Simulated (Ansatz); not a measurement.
# Geometry relaxation, with input and output: SiN3H7 (part 2 of 2)

Continued. System: SiN3H7, SMILES N[SiH](N)N. Method: RKS PBE0/cc-pVDZ (Ansatz 0.2.0). It belongs to a series of runs on one base structure; here: end point A relaxed.

Geometry of the input (Å):
```
N  -1.1006  0.7346  -0.2628
Si 0.4315  0.3475  -0.0277
N  0.2808  -0.2969  1.4802
N  0.5594  -1.0176  -0.9500
H  -1.1799  1.5977  -0.8833
H  -1.5022  1.1043  0.6274
H  1.4750  1.3791  -0.2574
H  1.2277  -0.7591  1.6825
H  -0.3657  -1.0303  1.4766
H  0.7297  -0.7738  -1.8760
H  -0.4904  -1.3425  -0.9890
```

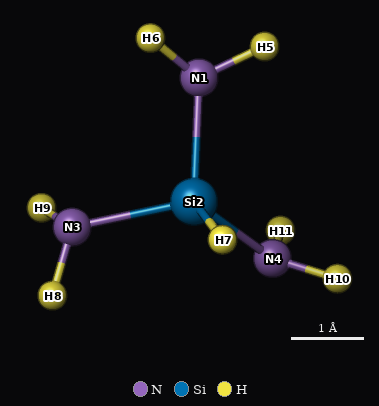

Fig. 1: The geometry at step 10 of the log (ball-and-stick view, seen at a tilt; atoms are numbered from 1 in the order of the input).

### Trajectory as extended XYZ, continued
```
11
Properties=species:S:1:pos:R:3:forces:R:3 step=4 energy=-12455.30124
N    -1.2695    0.9425   -0.1598    0.1493   0.1337  -0.0096
Si    0.3377    0.2357   -0.0188   -0.0197  -0.1011   0.0241
N     0.3849   -0.3169    1.6496   -0.1837  -0.1168  -0.2193
N     0.5724   -1.0484   -1.2086   -0.3062   0.2572   0.0116
H    -1.4040    1.5579   -0.9669   -0.0276  -0.1984   0.1985
H    -1.5452    1.4571    0.6797    0.0431  -0.0139  -0.1569
H     1.5012    1.1699   -0.2166   -0.0162  -0.0609   0.0184
H     1.2660   -0.7702    1.8844    0.0537   0.0205   0.0309
H    -0.3542   -0.9950    1.8575    0.1056   0.1468   0.0036
H     0.8791   -0.7285   -2.1299    0.0193  -0.0258   0.1445
H    -0.3032   -1.5611   -1.3501    0.1825  -0.0413  -0.0457
11
Properties=species:S:1:pos:R:3:forces:R:3 step=5 energy=-12455.31382
N    -1.2800    0.9475   -0.1028    0.0401   0.6653  -0.2507
Si    0.3274    0.2250   -0.0045   -0.2062  -0.1999   0.0222
N     0.3841   -0.3338    1.6598    0.0368  -0.0504  -0.2406
N     0.5465   -1.0137   -1.2413   -0.2516   0.1913  -0.0661
H    -1.5011    1.4118   -1.0084    0.1699  -0.3808   0.9248
H    -1.4682    1.6070    0.6754    0.0804  -0.4118  -0.6759
H     1.5178    1.1193   -0.2011   -0.0025   0.0233   0.0220
H     1.2668   -0.7784    1.9110   -0.0369   0.0554  -0.0001
H    -0.3643   -0.9820    1.9064    0.0178   0.0659  -0.0143
H     0.9155   -0.6736   -2.1332   -0.0458  -0.0718   0.2219
H    -0.2791   -1.5861   -1.4408    0.1980   0.1136   0.0567
11
Properties=species:S:1:pos:R:3:forces:R:3 step=6 energy=-12455.26781 accepted=F
N    -1.2609    0.9744   -0.0729   -0.5365   0.6526  -0.0897
Si    0.3103    0.2323    0.0211    0.1700  -0.1599  -0.1742
N     0.4188   -0.4236    1.6181   -0.2488   0.2728   0.0831
N     0.4550   -0.9216   -1.2765   -0.0840   0.0782   0.4846
H    -1.5404    1.2923   -1.0021    0.1325  -0.2960  -0.0102
H    -1.4978    1.7552    0.5444    0.2401  -0.3298   0.1593
H     1.5245    1.0981   -0.1195    0.0592   0.0988  -0.1129
H     1.3261   -0.8159    1.8489   -0.1642  -0.2164   0.1730
H    -0.3687   -0.9813    1.9436    0.3114  -0.0829   0.0569
H     0.9732   -0.6362   -2.1008   -0.3070  -0.3546  -0.1530
H    -0.2747   -1.6308   -1.3838    0.4273   0.3371  -0.4169
11
Properties=species:S:1:pos:R:3:forces:R:3 step=7 energy=-12455.33421
N    -1.2325    0.9729   -0.0946   -0.2243  -0.0769   0.1166
Si    0.3218    0.1877    0.0103    0.0142   0.4736  -0.1445
N     0.3899   -0.3638    1.6593   -0.0534  -0.1128   0.0035
N     0.5001   -0.9821   -1.2716   -0.0154  -0.1054   0.0128
H    -1.5340    1.3206   -0.9999    0.0638  -0.0387  -0.0193
H    -1.4288    1.6758    0.6145    0.0074  -0.0463  -0.0125
H     1.4853    1.1206   -0.1688    0.1668  -0.1399  -0.0034
H     1.2799   -0.7514    1.9621    0.0170   0.0001  -0.0282
H    -0.3520   -1.0029    1.9379   -0.0022   0.0148   0.0178
H     0.9264   -0.6529   -2.1336    0.0158   0.0094   0.0361
H    -0.2909   -1.5814   -1.4949    0.0103   0.0221   0.0211
11
Properties=species:S:1:pos:R:3:forces:R:3 step=8 energy=-12455.35007
N    -1.2563    0.9471   -0.0849    0.0079  -0.0146   0.0143
Si    0.3328    0.2216    0.0018   -0.1040  -0.0063   0.0229
N     0.4027   -0.3490    1.6463    0.0877  -0.0758   0.0755
N     0.5161   -0.9813   -1.2496    0.0160   0.0248  -0.0384
H    -1.5331    1.3188   -0.9893   -0.0014   0.0054  -0.0077
H    -1.4588    1.6393    0.6324   -0.0249   0.0202   0.0039
H     1.5182    1.1207   -0.2007    0.0433  -0.0107   0.0113
H     1.2646   -0.8289    1.9009   -0.0415   0.0584  -0.0021
H    -0.3821   -0.9247    1.9461    0.0054   0.0327  -0.0463
H     0.9479   -0.6561   -2.1100    0.0139  -0.0388  -0.0339
H    -0.2866   -1.5645   -1.4724   -0.0024   0.0047   0.0006
11
Properties=species:S:1:pos:R:3:forces:R:3 step=9 energy=-12455.35214
N    -1.2588    0.9520   -0.0823    0.0040  -0.0158   0.0101
Si    0.3261    0.2181    0.0035    0.0269   0.0221  -0.0086
N     0.4032   -0.3516    1.6480   -0.0100  -0.0118   0.0146
N     0.5074   -0.9766   -1.2579   -0.0108   0.0294  -0.0052
H    -1.5386    1.3160   -0.9887    0.0031  -0.0063  -0.0178
H    -1.4640    1.6494    0.6292   -0.0023  -0.0045   0.0126
H     1.5245    1.1045   -0.1893    0.0102   0.0019  -0.0024
H     1.2741   -0.8048    1.9147   -0.0117   0.0140  -0.0034
H    -0.3740   -0.9389    1.9426    0.0056  -0.0041   0.0000
H     0.9589   -0.6655   -2.1139   -0.0092  -0.0228   0.0148
H    -0.2936   -1.5596   -1.4854   -0.0058  -0.0021  -0.0146
11
Properties=species:S:1:pos:R:3:forces:R:3 step=10 energy=-12455.35153 accepted=F
N    -1.2575    0.9477   -0.1035    0.0037  -0.0054   0.0418
Si    0.3255    0.2147   -0.0019   -0.0477  -0.0054  -0.0102
N     0.3951   -0.3447    1.6467   -0.0330   0.0320   0.0391
N     0.4802   -0.9833   -1.2605    0.0323  -0.0124  -0.0211
H    -1.5041    1.3783   -0.9901   -0.0097  -0.0294  -0.0274
H    -1.4965    1.5863    0.6503    0.0011   0.0303   0.0281
H     1.5309    1.0908   -0.1877    0.0347   0.0017  -0.0071
H     1.2887   -0.7241    1.9475    0.0182  -0.0091  -0.0206
H    -0.3423   -0.9850    1.9312   -0.0100  -0.0080  -0.0021
H     0.9868   -0.7127   -2.0974    0.0162  -0.0070  -0.0149
H    -0.3415   -1.5249   -1.5142   -0.0057   0.0127  -0.0054
11
Properties=species:S:1:pos:R:3:forces:R:3 step=11 energy=-12455.35338
N    -1.2570    0.9491   -0.0852   -0.0074   0.0091   0.0034
Si    0.3274    0.2174    0.0026    0.0047  -0.0043  -0.0096
N     0.3986   -0.3483    1.6491   -0.0038   0.0085   0.0109
N     0.4921   -0.9762   -1.2616   -0.0033   0.0141  -0.0235
H    -1.5329    1.3233   -0.9887   -0.0018  -0.0076  -0.0139
H    -1.4729    1.6334    0.6358    0.0021  -0.0072   0.0075
H     1.5324    1.0965   -0.1868    0.0038  -0.0067   0.0008
H     1.2813   -0.7666    1.9321   -0.0077  -0.0043  -0.0028
H    -0.3619   -0.9611    1.9354    0.0146  -0.0003   0.0002
H     0.9793   -0.6891   -2.1063   -0.0159  -0.0157   0.0317
H    -0.3212   -1.5355   -1.5059    0.0147   0.0144  -0.0046
11
Properties=species:S:1:pos:R:3:forces:R:3 step=12 energy=-12455.35213 accepted=F
N    -1.2614    0.9407   -0.0880    0.0737  -0.0738   0.0483
Si    0.3237    0.2118    0.0088    0.0182   0.0729  -0.1135
N     0.4029   -0.3314    1.6629   -0.0224  -0.0384  -0.0326
N     0.4769   -0.9726   -1.2632   -0.0291  -0.0333   0.1306
H    -1.5375    1.3104   -0.9925   -0.0061   0.0234  -0.0164
H    -1.4727    1.6203    0.6363   -0.0601   0.0645   0.0268
H     1.5364    1.0769   -0.1892    0.0097   0.0299   0.0115
H     1.2875   -0.7587    1.9272    0.0016   0.0018   0.0226
H    -0.3518   -0.9566    1.9372   -0.0053  -0.0215   0.0455
H     1.0082   -0.6996   -2.0814    0.0514   0.0077  -0.0863
H    -0.3468   -1.4982   -1.5377   -0.0317  -0.0331  -0.0366
11
Properties=species:S:1:pos:R:3:forces:R:3 step=13 energy=-12455.35386
N    -1.2582    0.9475   -0.0858    0.0069   0.0033   0.0032
Si    0.3264    0.2166    0.0030    0.0012   0.0033  -0.0067
N     0.3996   -0.3429    1.6522   -0.0068   0.0024  -0.0003
N     0.4841   -0.9758   -1.2625   -0.0052   0.0081  -0.0031
H    -1.5353    1.3208   -0.9894   -0.0006  -0.0024   0.0032
H    -1.4768    1.6277    0.6383   -0.0031  -0.0047  -0.0055
H     1.5355    1.0901   -0.1861    0.0010  -0.0013  -0.0022
H     1.2847   -0.7579    1.9327    0.0015  -0.0021   0.0008
H    -0.3553   -0.9637    1.9358    0.0037  -0.0032   0.0059
H     0.9960   -0.7011   -2.0957   -0.0046  -0.0083   0.0108
H    -0.3352   -1.5183   -1.5220    0.0059   0.0048  -0.0061
11
Properties=species:S:1:pos:R:3:forces:R:3 step=14 energy=-12455.35414
N    -1.2594    0.9458   -0.0877    0.0157  -0.0163   0.0095
Si    0.3238    0.2142    0.0032    0.0015   0.0068  -0.0069
N     0.3993   -0.3375    1.6559   -0.0021  -0.0150   0.0015
N     0.4695   -0.9758   -1.2649   -0.0017  -0.0027  -0.0557
H    -1.5355    1.3246   -0.9889   -0.0051   0.0045  -0.0116
H    -1.4859    1.6156    0.6428   -0.0047   0.0072   0.0058
H     1.5386    1.0797   -0.1877    0.0017   0.0026   0.0057
H     1.2923   -0.7336    1.9401   -0.0146   0.0047  -0.0060
H    -0.3423   -0.9756    1.9379    0.0138   0.0101  -0.0001
H     1.0254   -0.7258   -2.0785   -0.0405  -0.0197   0.0547
H    -0.3604   -1.4888   -1.5515    0.0361   0.0178   0.0029
11
Properties=species:S:1:pos:R:3:forces:R:3 step=15 energy=-12455.35423
N    -1.2590    0.9445   -0.0878    0.0034   0.0064  -0.0011
Si    0.3248    0.2150    0.0023   -0.0163  -0.0104   0.0070
N     0.3996   -0.3360    1.6553    0.0013   0.0018  -0.0026
N     0.4661   -0.9762   -1.2650   -0.0034   0.0080   0.0122
H    -1.5364    1.3240   -0.9887   -0.0012   0.0000   0.0058
H    -1.4877    1.6121    0.6444   -0.0010  -0.0010  -0.0065
H     1.5403    1.0801   -0.1864    0.0008  -0.0018  -0.0015
H     1.2929   -0.7306    1.9392    0.0049  -0.0021   0.0031
H    -0.3403   -0.9756    1.9372    0.0003   0.0014   0.0005
H     1.0303   -0.7329   -2.0725    0.0098  -0.0015  -0.0164
H    -0.3653   -1.4814   -1.5576    0.0014  -0.0009  -0.0006
11
Properties=species:S:1:pos:R:3:forces:R:3 step=16 energy=-12455.35426
N    -1.2597    0.9454   -0.0873    0.0005   0.0032  -0.0007
Si    0.3234    0.2143    0.0026    0.0036  -0.0019   0.0017
N     0.4001   -0.3366    1.6555   -0.0029  -0.0007  -0.0026
N     0.4662   -0.9757   -1.2658   -0.0057   0.0078   0.0053
H    -1.5377    1.3236   -0.9885    0.0009  -0.0018   0.0036
H    -1.4874    1.6146    0.6437    0.0005  -0.0035  -0.0037
H     1.5393    1.0788   -0.1860    0.0002   0.0002  -0.0014
H     1.2936   -0.7313    1.9390    0.0000   0.0001  -0.0004
H    -0.3400   -0.9752    1.9392    0.0004   0.0003   0.0017
H     1.0318   -0.7330   -2.0728    0.0019  -0.0007  -0.0023
H    -0.3642   -1.4821   -1.5591    0.0006  -0.0029  -0.0013
```
